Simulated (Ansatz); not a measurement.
# Run report: CH4ClFOSn, geometry relaxation (part 1 of 2)

The run: geometry relaxation of CH4ClFOSn. Method and program: RKS PBE-D4/def2-SVP (Ansatz 0.2.0).

The geometry: force-field start. Figures and captions count atoms from 1; the log counts them from 0 in places.

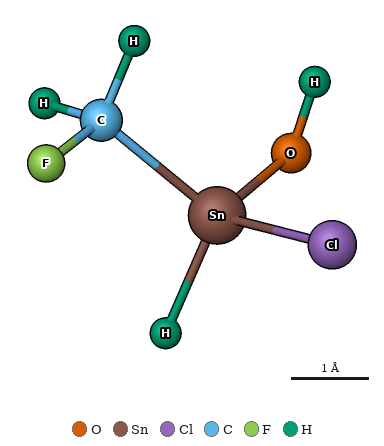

Fig. 1: The input geometry (ball-and-stick view, seen at a tilt). Sticks mark near contacts. Bond lengths as drawn: Cl–Sn 2.33 Å, C–F 1.41 Å, C–H 1.13 to 1.18 Å, C–Sn 2.06 Å, H–O 1.03 Å, H–Sn 1.76 Å and O–Sn 1.94 Å.

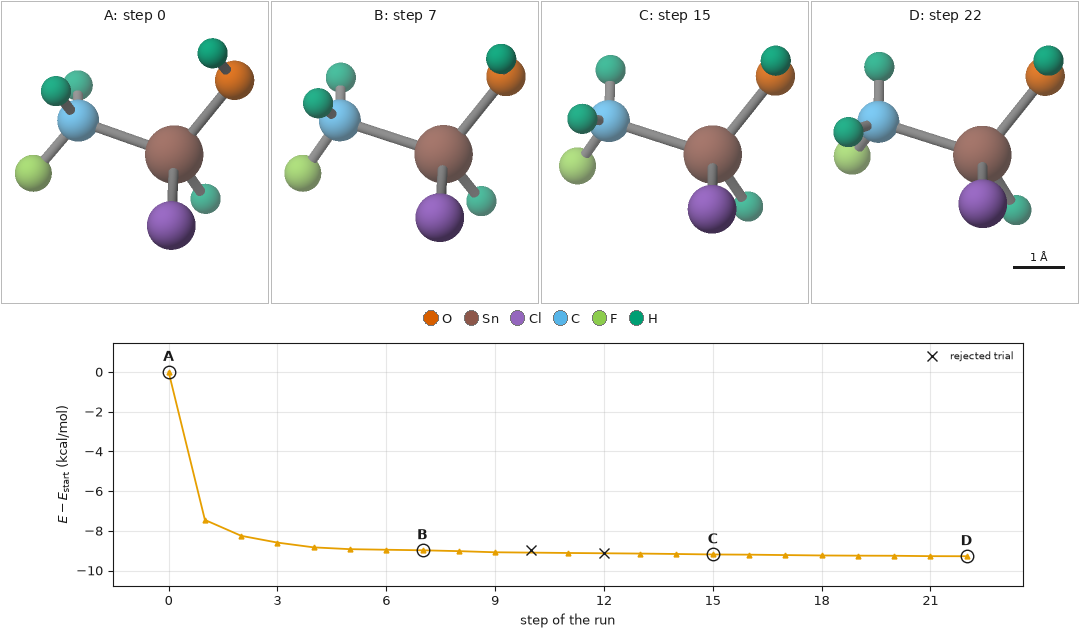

Fig. 2: Frames of the relaxation (ball-and-stick view, seen at a tilt) above the curves, on which the letters mark them (the first geometry is step 0 here and step 1 in the log).

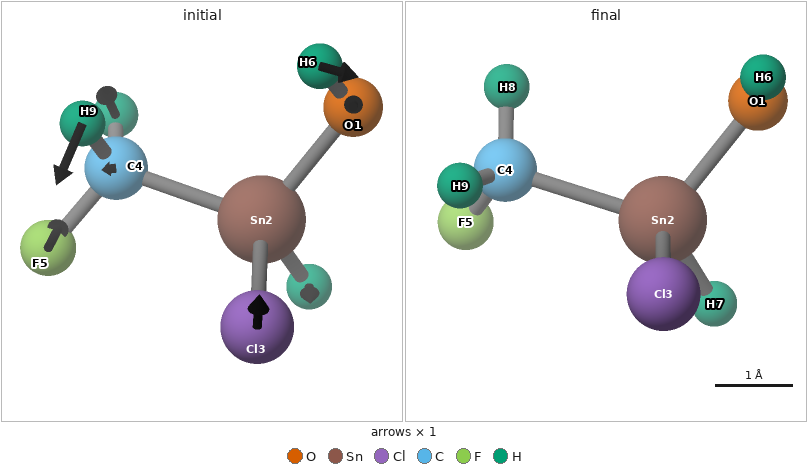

Fig. 3: Before (left) and after (right) the relaxation, at one scale (ball-and-stick view, seen at a tilt). The black arrows give the displacements, at true length. The atom that moves furthest after the best rigid fit is H9 (0.89 Å). Largest moves by element: H 0.89 Å, F 0.88 Å, Cl 0.54 Å, O 0.31 Å, C 0.20 Å, Sn 0.04 Å. Distances before and after: Sn2–C4 2.064 → 2.206 Å, C4–H9 1.181 → 1.112 Å, O1–Sn2 1.944 → 2.008 Å, Sn2–Cl3 2.331 → 2.385 Å. Among the angles that change: C4–Sn2–H7 110.3° → 116.4°, F5–C4–H9 106.9° → 110.6°, Sn2–O1–H6 106.3° → 109.6°. Over 22 geometry steps the energy falls by 9.28 kcal/mol. Largest force component: 3.4 eV/Å at the start, 0.026 eV/Å at the end. The line search rejected the trial steps at points 10, 12 (counted from 0) and went back. (Atoms are counted from 1 in the order of the input.)

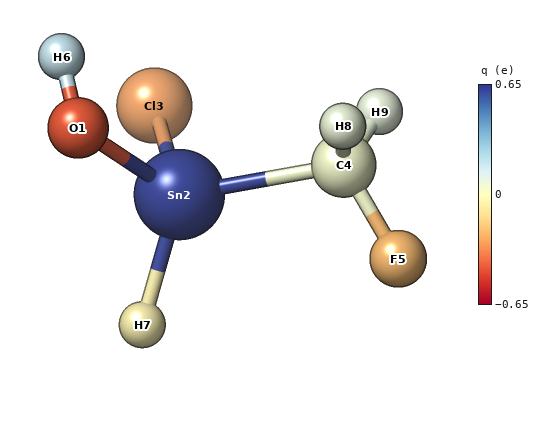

Fig. 4: Mulliken charges, as the colour of each atom (ball-and-stick view, seen at an oblique angle; atoms are numbered from 1 in the order of the input; Mulliken charges depend strongly on the basis). By element: O −0.43, Sn +0.62, Cl −0.29, C +0.03, F −0.22 and H −0.05 to +0.19 e.

These pictures come from the run below.

**The input**
```yaml
crystal:
  periodic: [false, false, false]
  atoms:
    - {symbol: O, position_ang: [1.111300, 1.886500, -0.255900]}
    - {symbol: Sn, position_ang: [0.856100, -0.035100, -0.105900]}
    - {symbol: Cl, position_ang: [1.747700, -0.747700, 1.926200]}
    - {symbol: C, position_ang: [-1.147800, -0.527400, -0.165000]}
    - {symbol: F, position_ang: [-1.363900, -1.914200, -0.061100]}
    - {symbol: H, position_ang: [0.531300, 2.313400, 0.482100]}
    - {symbol: H, position_ang: [1.714800, -0.817400, -1.427200]}
    - {symbol: H, position_ang: [-1.619400, -0.184200, -1.130800]}
    - {symbol: H, position_ang: [-1.741800, -0.020000, 0.720400]}
basis:
  gaussian: {orbitals: def2-SVP}
hamiltonian: {xc: pbe, dispersion: d4}
relax: {f_tol: 0.03, max_steps: 200}
```

Launch command:
```bash
ansatz run in.yaml --threads 4 --pin off --events-out ev --progress --plain --max-ram 10444MiB
```

**What the program printed**
```
Functional definition: PBE
  name "PBE"
  cite "Perdew, Burke & Ernzerhof, Phys. Rev. Lett. 77, 3865 (1996) doi:10.1103/PhysRevLett.77.3865"
  parent pbe
  parameter kappa = 0.804
  parameter beta = 0.06672455060314922
  exchange = pbe_x(kappa = kappa, mu = beta*pi^2/3)
  correlation = pbe_c(beta = beta)
1167 factors; their error is unknown
mean field evaluation 1: about -24191.8644 eV, gradient 6.6e1 eV
mean field evaluation 2: about -24119.3736 eV, gradient 1.7e2 eV
mean field evaluation 4: about -24200.1498 eV, gradient 1.4e1 eV
mean field evaluation 8: about -24200.6126 eV, gradient 1.5e-1 eV
mean field evaluation 16: about -24200.5687 eV, gradient 8.1e-4 eV
mean field -24200.56873876 eV, -889.3544974147 hartree, gradient 3.2e-5 eV, S^2 0.000000; 0 other end points of the search recorded, 0 dependent functions left out
the calculation of the forces begins
reference -24200.56877674 eV, -889.3544988106 hartree; 33, 33 occupied and 73, 73 virtual orbitals, 1167 factors
relax step   1: F+E_penalty+E_count = -24200.77019790 eV  Δ(F+E_penalty+E_count) = +0.000e0 eV  max|allowed force component| = 3.400e0 eV/Å  Δτ_max = 0.0000 Å  (28 SCF iters, accepted)
these checks for a lower state are left out or cut short: starts, cluster_reference, orbital_swaps, neighbouring_geometries, increment
1167 factors; their error is unknown
mean field -24200.89671786 eV, -889.3665504245 hartree, gradient 1.9e-5 eV, S^2 0.000000; 0 other end points of the search recorded, 0 dependent functions left out
[... from here on the field's lines of each further geometry are left out, up to the last ...]
relax step   2: F+E_penalty+E_count = -24201.09325600 eV  Δ(F+E_penalty+E_count) = -3.231e-1 eV  max|allowed force component| = 1.204e0 eV/Å  Δτ_max = 0.1931 Å  (35 SCF iters, accepted)
relax step   3: F+E_penalty+E_count = -24201.12794110 eV  Δ(F+E_penalty+E_count) = -3.469e-2 eV  max|allowed force component| = 1.060e0 eV/Å  Δτ_max = 0.0988 Å  (29 SCF iters, accepted)
relax step   4: F+E_penalty+E_count = -24201.14276072 eV  Δ(F+E_penalty+E_count) = -1.482e-2 eV  max|allowed force component| = 8.445e-1 eV/Å  Δτ_max = 0.0289 Å  (29 SCF iters, accepted)
relax step   5: F+E_penalty+E_count = -24201.15319285 eV  Δ(F+E_penalty+E_count) = -1.043e-2 eV  max|allowed force component| = 1.745e-1 eV/Å  Δτ_max = 0.0766 Å  (28 SCF iters, accepted)
relax step   6: F+E_penalty+E_count = -24201.15712714 eV  Δ(F+E_penalty+E_count) = -3.934e-3 eV  max|allowed force component| = 1.018e-1 eV/Å  Δτ_max = 0.0338 Å  (29 SCF iters, accepted)
relax step   7: F+E_penalty+E_count = -24201.15838477 eV  Δ(F+E_penalty+E_count) = -1.258e-3 eV  max|allowed force component| = 2.401e-2 eV/Å  Δτ_max = 0.0274 Å  (29 SCF iters, accepted)
relax step   8: F+E_penalty+E_count = -24201.15956300 eV  Δ(F+E_penalty+E_count) = -1.178e-3 eV  max|allowed force component| = 2.368e-1 eV/Å  Δτ_max = 0.1035 Å  (28 SCF iters, accepted)
relax step   9: F+E_penalty+E_count = -24201.16142788 eV  Δ(F+E_penalty+E_count) = -1.865e-3 eV  max|allowed force component| = 7.960e-2 eV/Å  Δτ_max = 0.0255 Å  (29 SCF iters, accepted)
relax step  10: F+E_penalty+E_count = -24201.16388767 eV  Δ(F+E_penalty+E_count) = -2.460e-3 eV  max|allowed force component| = 1.868e-2 eV/Å  Δτ_max = 0.0879 Å  (28 SCF iters, accepted)
relax step  11: F+E_penalty+E_count = -24201.15857500 eV  Δ(F+E_penalty+E_count) = +5.313e-3 eV  max|allowed force component| = 4.978e-1 eV/Å  Δτ_max = 0.1951 Å  (35 SCF iters, rejected (line search))
relax step  12: F+E_penalty+E_count = -24201.16542783 eV  Δ(F+E_penalty+E_count) = -1.540e-3 eV  max|allowed force component| = 1.489e-1 eV/Å  Δτ_max = 0.0952 Å  (28 SCF iters, accepted)
relax step  13: F+E_penalty+E_count = -24201.16510038 eV  Δ(F+E_penalty+E_count) = +3.274e-4 eV  max|allowed force component| = 2.252e-1 eV/Å  Δτ_max = 0.0793 Å  (28 SCF iters, rejected (line search))
relax step  14: F+E_penalty+E_count = -24201.16672586 eV  Δ(F+E_penalty+E_count) = -1.298e-3 eV  max|allowed force component| = 6.895e-2 eV/Å  Δτ_max = 0.0387 Å  (29 SCF iters, accepted)
relax step  15: F+E_penalty+E_count = -24201.16764503 eV  Δ(F+E_penalty+E_count) = -9.192e-4 eV  max|allowed force component| = 3.585e-2 eV/Å  Δτ_max = 0.0488 Å  (28 SCF iters, accepted)
relax step  16: F+E_penalty+E_count = -24201.16868148 eV  Δ(F+E_penalty+E_count) = -1.036e-3 eV  max|allowed force component| = 8.832e-2 eV/Å  Δτ_max = 0.0732 Å  (28 SCF iters, accepted)
relax step  17: F+E_penalty+E_count = -24201.16911956 eV  Δ(F+E_penalty+E_count) = -4.381e-4 eV  max|allowed force component| = 1.224e-1 eV/Å  Δτ_max = 0.0536 Å  (28 SCF iters, accepted)
relax step  18: F+E_penalty+E_count = -24201.17000878 eV  Δ(F+E_penalty+E_count) = -8.892e-4 eV  max|allowed force component| = 1.141e-1 eV/Å  Δτ_max = 0.0383 Å  (28 SCF iters, accepted)
relax step  19: F+E_penalty+E_count = -24201.17086932 eV  Δ(F+E_penalty+E_count) = -8.605e-4 eV  max|allowed force component| = 6.592e-2 eV/Å  Δτ_max = 0.0383 Å  (29 SCF iters, accepted)
relax step  20: F+E_penalty+E_count = -24201.17129538 eV  Δ(F+E_penalty+E_count) = -4.261e-4 eV  max|allowed force component| = 1.500e-1 eV/Å  Δτ_max = 0.0978 Å  (28 SCF iters, accepted)
relax step  21: F+E_penalty+E_count = -24201.17150881 eV  Δ(F+E_penalty+E_count) = -2.134e-4 eV  max|allowed force component| = 9.135e-2 eV/Å  Δτ_max = 0.0256 Å  (29 SCF iters, accepted)
relax step  22: F+E_penalty+E_count = -24201.17236687 eV  Δ(F+E_penalty+E_count) = -8.581e-4 eV  max|allowed force component| = 1.257e-2 eV/Å  Δτ_max = 0.0227 Å  (29 SCF iters, accepted)
the calculation of the forces begins
reference -24200.97727233 eV, -889.3695107467 hartree; 33, 33 occupied and 73, 73 virtual orbitals, 1167 factors
relax step  23: F+E_penalty+E_count = -24201.17255430 eV  Δ(F+E_penalty+E_count) = -1.874e-4 eV  max|allowed force component| = 2.593e-2 eV/Å  Δτ_max = 0.0317 Å  (29 SCF iters, accepted)
1167 factors; their error is unknown
mean field evaluation 192: about -24200.9772 eV, gradient 6.0e-4 eV
mean field -24200.97723417 eV, -889.3695093443 hartree, gradient 1.5e-5 eV, S^2 0.000000; 1 other end points of the search recorded, 0 dependent functions left out
the calculation of the forces begins
reference -24200.97727233 eV, -889.3695107467 hartree; 33, 33 occupied and 73, 73 virtual orbitals, 1167 factors
Total energy: -24201.17259246 eV, -889.3766886289 hartree
Atom 0 at     1.051684     1.877080    -0.564492 Å, force     0.001716    -0.010680     0.004455 eV/Å
Atom 1 at     0.829714    -0.062223    -0.091886 Å, force    -0.005608     0.004299    -0.007410 eV/Å
Atom 2 at     1.550574    -0.266128     2.172726 Å, force     0.000233     0.000445    -0.002117 eV/Å
Atom 3 at    -1.296730    -0.648362    -0.124597 Å, force    -0.013141    -0.011612    -0.005765 eV/Å
Atom 4 at    -1.464442    -1.764046    -0.918607 Å, force     0.005277     0.025928     0.016710 eV/Å
Atom 5 at     1.023155     2.417340     0.249330 Å, force    -0.000560     0.005530    -0.000775 eV/Å
Atom 6 at     1.885079    -0.943699    -1.134571 Å, force     0.002210    -0.001234     0.003082 eV/Å
Atom 7 at    -1.883918     0.206850    -0.526659 Å, force     0.007787    -0.019051     0.015887 eV/Å
Atom 8 at    -1.606815    -0.862912     0.921557 Å, force     0.002086     0.006375    -0.024067 eV/Å
Dipole moment:    -0.291576     0.092503    -0.003474 e Å
```

**Trajectory as extended XYZ (Å, eV, eV/Å), 23 frames, from step=1 to step=23**
```
9
Properties=species:S:1:pos:R:3:forces:R:3 step=1 energy=-24200.77020
O     1.1113    1.8865   -0.2559   -1.1245   2.2268   1.4922
Sn    0.8561   -0.0351   -0.1059    1.5779  -1.3727  -0.9851
Cl    1.7477   -0.7477    1.9262    0.2341  -0.1717   0.6016
C    -1.1478   -0.5274   -0.1650   -3.3997  -0.3014   1.0891
F    -1.3639   -1.9142   -0.0611    0.3671   0.5463  -0.0713
H     0.5313    2.3134    0.4821    1.2899  -0.6729  -1.5402
H     1.7148   -0.8174   -1.4272   -0.0652   0.2959   0.3454
H    -1.6194   -0.1842   -1.1308    0.2557   0.0260   0.3964
H    -1.7418   -0.0200    0.7204    0.8646  -0.5763  -1.3281
9
Properties=species:S:1:pos:R:3:forces:R:3 step=2 energy=-24201.09326
O     1.1102    1.9113   -0.3154   -0.5727   0.7819   1.1852
Sn    0.8613   -0.0718   -0.1564    0.0917   0.1482   0.2895
Cl    1.7537   -0.7575    1.9489   -0.0699   0.0209  -0.0741
C    -1.2685   -0.5572   -0.1430   -0.6656  -0.4674   0.1916
F    -1.3819   -1.9516   -0.0619   -0.0025   0.5518   0.0015
H     0.7142    2.3741    0.4938    0.6100  -0.6928  -1.2044
H     1.8629   -0.7107   -1.3883    0.0197  -0.0788  -0.1156
H    -1.7239   -0.2086   -1.1022    0.1029  -0.0198   0.1013
H    -1.8397   -0.0739    0.7072    0.4865  -0.2440  -0.3751
9
Properties=species:S:1:pos:R:3:forces:R:3 step=3 energy=-24201.12794
O     1.1084    1.9440   -0.3249   -0.4069   0.4576   1.0598
Sn    0.8529   -0.0476   -0.1500   -0.0243   0.0650   0.0555
Cl    1.7127   -0.7315    1.9693   -0.0558   0.0475  -0.0794
C    -1.2841   -0.5989   -0.1628   -0.1005  -0.3951   0.0697
F    -1.4183   -1.9835   -0.0732    0.0890   0.5404  -0.0246
H     0.8049    2.4073    0.5149    0.3800  -0.5870  -1.0342
H     1.8420   -0.6999   -1.3930    0.0614  -0.0410  -0.0594
H    -1.7566   -0.2327   -1.1019    0.0657  -0.0105   0.0080
H    -1.7735   -0.1033    0.7044   -0.0086  -0.0769   0.0046
9
Properties=species:S:1:pos:R:3:forces:R:3 step=4 energy=-24201.14276
O     1.0988    1.9442   -0.3300   -0.2730   0.3864   0.8445
Sn    0.8481   -0.0447   -0.1535   -0.0150   0.0467  -0.0192
Cl    1.6930   -0.7111    1.9706   -0.0085   0.0180  -0.0076
C    -1.2869   -0.5996   -0.1574   -0.0009  -0.1781  -0.0119
F    -1.4019   -1.9768   -0.0874    0.0252   0.1760  -0.0064
H     0.8324    2.3996    0.5188    0.2649  -0.4533  -0.8307
H     1.8401   -0.7076   -1.3978    0.0099  -0.0104   0.0018
H    -1.7525   -0.2256   -1.0956    0.0074   0.0183  -0.0037
H    -1.7829   -0.1244    0.7150   -0.0100  -0.0036   0.0332
9
Properties=species:S:1:pos:R:3:forces:R:3 step=5 energy=-24201.15319
O     1.0953    1.9470   -0.3573   -0.0100  -0.0388  -0.0498
Sn    0.8342   -0.0320   -0.1666    0.0628  -0.1553   0.0464
Cl    1.6555   -0.6592    1.9845   -0.0210   0.0374  -0.0405
C    -1.2944   -0.6086   -0.1528   -0.0111   0.1072  -0.0066
F    -1.3901   -1.9817   -0.1596   -0.0150  -0.0261  -0.0155
H     0.8799    2.3624    0.4973   -0.0162   0.1745   0.1080
H     1.8655   -0.7110   -1.3681   -0.0214  -0.0321  -0.0280
H    -1.7845   -0.1763   -1.0533   -0.0078  -0.0323  -0.0115
H    -1.7730   -0.1867    0.7586    0.0397  -0.0344  -0.0026
```
